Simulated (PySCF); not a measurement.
## Electronic structure of C5H8F2O2Si (SMILES CC(=O)/C=C(\O[SiH3])C(F)F) in real space

Input file:

```
{"job": {"kind": "nmr", "xc": "PBE0", "basis": "pcSseg-1"}, "charge": 0, "multiplicity": 1}
C      2.625044    -0.782907     0.628889
C      1.192081    -0.720494     0.175391
O      0.607847    -1.717547    -0.218565
C      0.580554     0.590001     0.229463
C     -0.693841     0.833913    -0.145753
O     -1.602071     0.004542    -0.564840
Si    -1.777610    -1.664507    -0.672786
C     -1.205869     2.270775    -0.071955
F     -1.362432     2.650999     1.220635
F     -0.315250     3.137647    -0.608314
H      3.228119    -0.104055     0.029524
H      2.691825    -0.463165     1.667092
H      3.005038    -1.796188     0.531750
H      1.182906     1.419272     0.563041
H     -1.157870    -2.155903    -1.889600
H     -3.225830    -1.561179    -0.909887
H     -1.611765    -2.325702     0.611082
H     -2.169636     2.390815    -0.586824
```

Command:

```sh
OMP_NUM_THREADS=1 python probes_run.py task.json out
```

Geometry: GFN2-xTB.

Computed with PySCF, PBE0/pcSseg-1, SCF density, gas phase, non-relativistic.

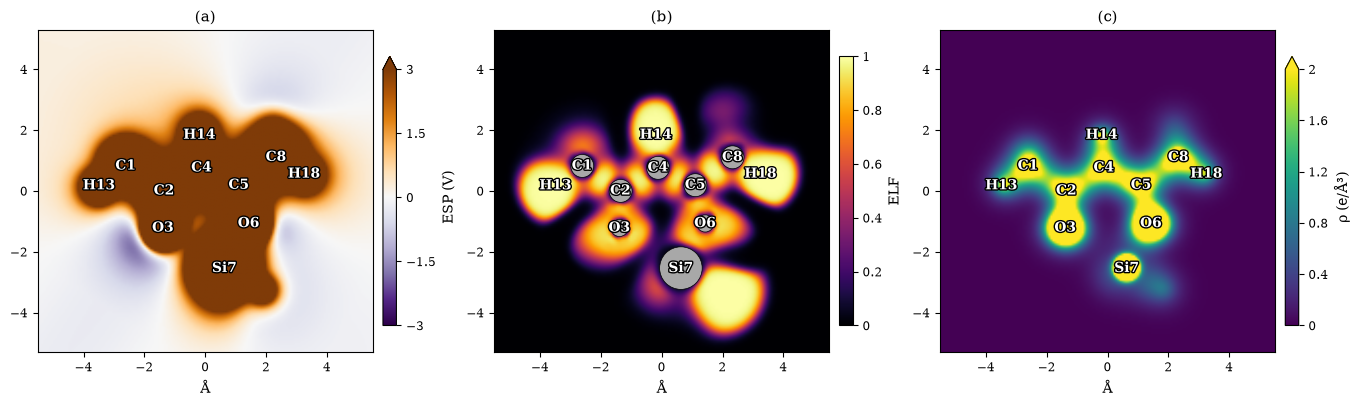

Figure 1. (a) electrostatic potential; (b) electron localisation function; (c) total electron density on the plane of atoms C4, C5 and O6. Grey discs cover the atomic cores in the ELF map.

### Interpret the plot.

Atoms in the plane: C, O, Si and H.
C–O (1.22 Å): the density is about 3.2 e/Å³ at the midpoint; the ELF peaks at about 0.85 between the atoms: a short, multiple covalent bond.
C–C (1.35 Å): ρ is about 2.2 e/Å³ halfway; the ELF peaks at about 0.95 between the atoms; a covalent bond.
Si–O (1.68 Å): ρ is about 0.97 e/Å³ halfway; the ELF peaks at about 0.90 between the atoms: a shared but strongly polarised pair.
C–H (1.08 Å): ρ is about 2 e/Å³ halfway; the ELF climbs to about 1 towards the hydrogen, as it does in any bond to H; a covalent bond by its length.
C–O (1.30 Å): ρ is about 2.6 e/Å³ halfway; the ELF peaks at about 0.85 between the atoms: a short, strongly polar bond.
The ELF also peaks beside O3 and O6, away from the bonds: lone-pair regions.
Outside the dense part of the molecule the potential is most negative (−1.8 V) near O3.

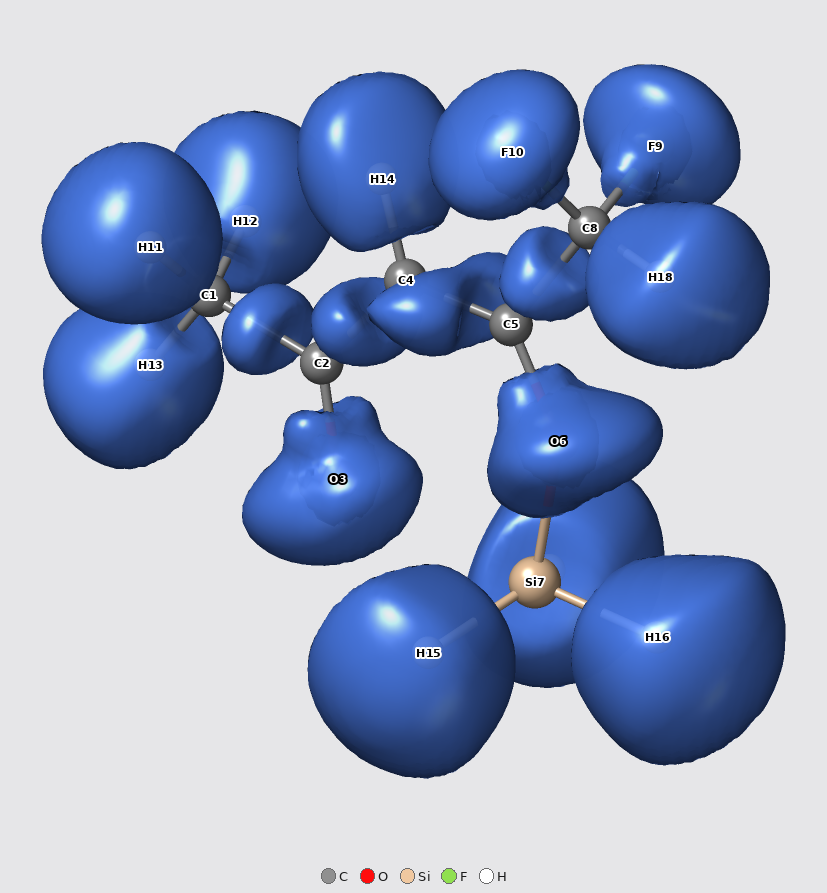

Figure 2. Isosurface of the electron localisation function at 0.75 (blue), seen at a tilt. Only the valence region is drawn (cores and ρ < 0.01 e/Å³ removed).

### Where are the electrons localised?

The ELF exceeds this value in four regions between bonded C–C atoms (shared pairs), eight regions around hydrogen nuclei, two regions on F in which the atom's valence shell and bonds are merged and two regions on O in which the atom's valence shell and bonds are merged.

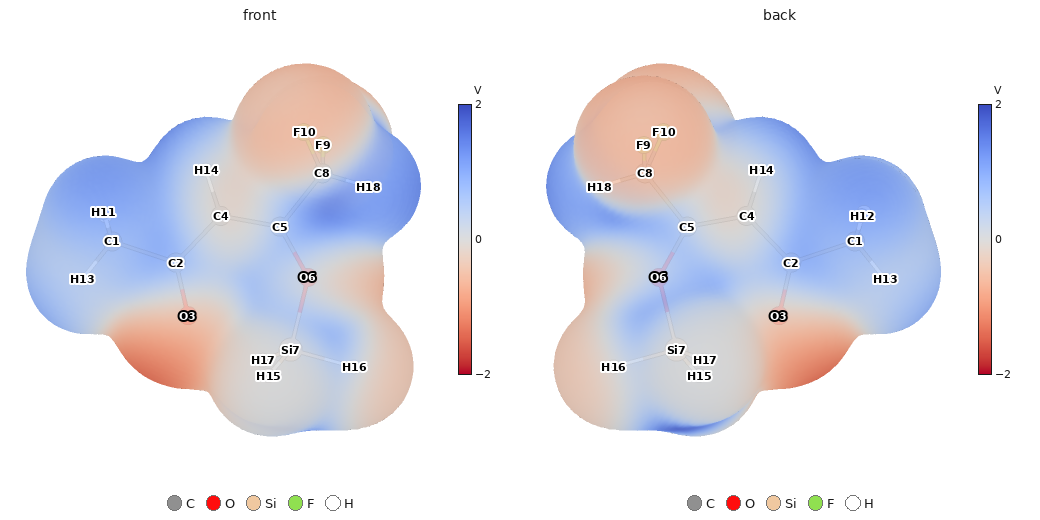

Figure 3. The molecular electrostatic potential painted on the density surface at 0.002 e/bohr³, seen from the front and from behind; red is negative and blue positive.

### Describe the electrostatic potential map.

The most negative region (about −1.3 V, or −30 kcal/mol for a unit charge) lies over O3, the most positive (about +1.5 V, or +35 kcal/mol for a unit charge) over Si7. O3 is the likeliest acceptor of a hydrogen bond.

### How polar is the molecule by this calculation?

Its dipole moment is 1.47 D.
